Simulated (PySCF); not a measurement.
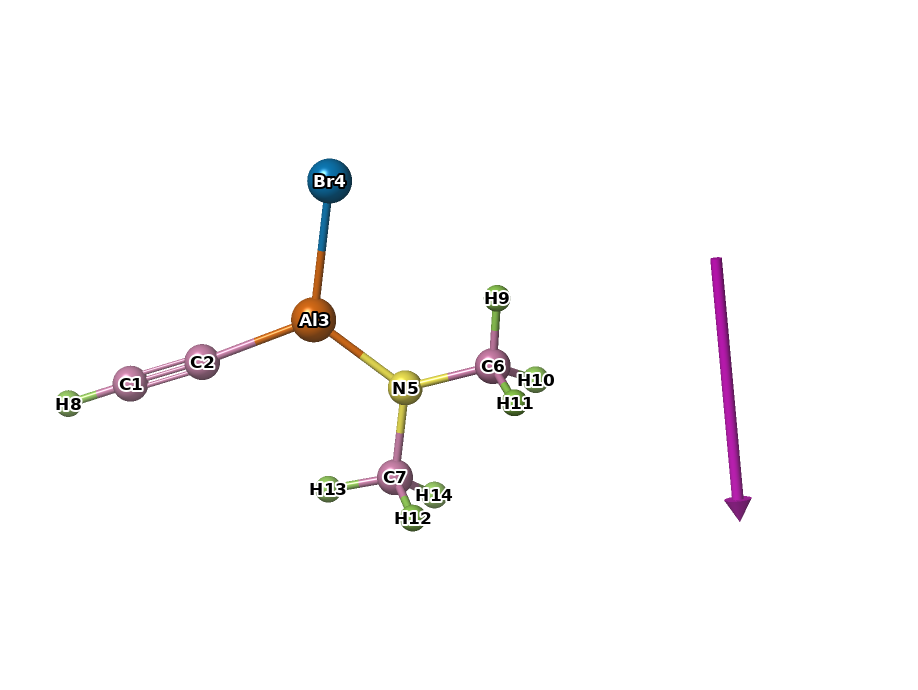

The arrow beside the molecule shows the direction of the dipole moment, from the negative to the positive end (its length means nothing). The geometry was computed by an optimisation with GFN2-xTB. No frequency run is at hand to confirm it as a minimum. Level of theory: ωB97X-D/def2-SVPD, gas phase (PySCF 2.14.0).

> Estimate the dipole moment.

2.08 D; it points from the side of Br4 to the side of H12, H14 (the outermost atoms at the two ends).

The geometry is semi-empirical. Around Al, Br such bond lengths and angles can be off by a tenth of an ångström or more and by several degrees, and values that hang on the shape move with them.
